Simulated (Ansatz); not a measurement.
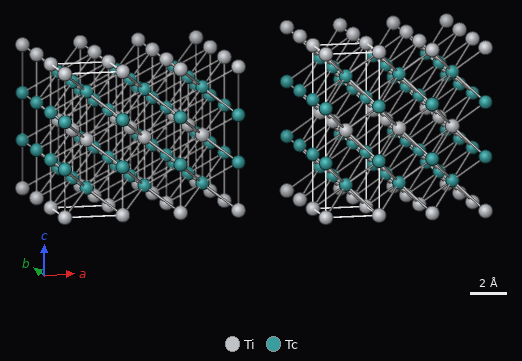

Two geometries of a crystal of TiTc2 (built on the MoSi2 type), drawn at one scale. One is the start of a relaxation, the other its converged end. A ball-and-stick model of the conventional cell (2 times the calculation's cell), repeated 3 × 3 × 1 with one cell outlined, seen slightly off an axis. Lengths and directions refer to the drawn axes.

Level of theory: Ansatz, DFT PBEsol, scalar-relativistic, plane waves, PAW. (plane-wave cutoff 600 eV; k-point mesh 14 × 14 × 14; occupations gaussian; smearing width 0.05 eV; no spin polarisation; cell and atoms relaxed; force threshold 0.01 eV/Å; at most 60 steps)

### Which one is relaxed?

The right one is the relaxed one. The largest moves relative to the cell, 0.023 Å, are those of Tc atoms. Ti stays in place. Cell: a = b 3.318 → 3.051 Å (−8.0 %), c 8.120 → 9.232 Å (+13.7 %). Volume −3.8 %. Near-neighbour distances that change, for instance: Tc–Tc 2.675 → 3.087 Å, Tc–Ti 2.723 → 3.073 Å, Ti–Ti 3.318 → 3.051 Å, Tc–Tc 2.724 → 2.645 Å. The space group stays I4/mmm (No. 139). After 6 accepted moves (7 points after the start) the energy has fallen by 306 meV per atom. The largest force component goes from 0.7 to 0.00058 eV/Å. Pressure: −5.27 GPa at the start and 0.07 GPa at the end. The SCF was repeated once at an unchanged geometry on a basis and grid sized afresh for the cell, which shifted the energy by less than 0.05 meV per atom at most.
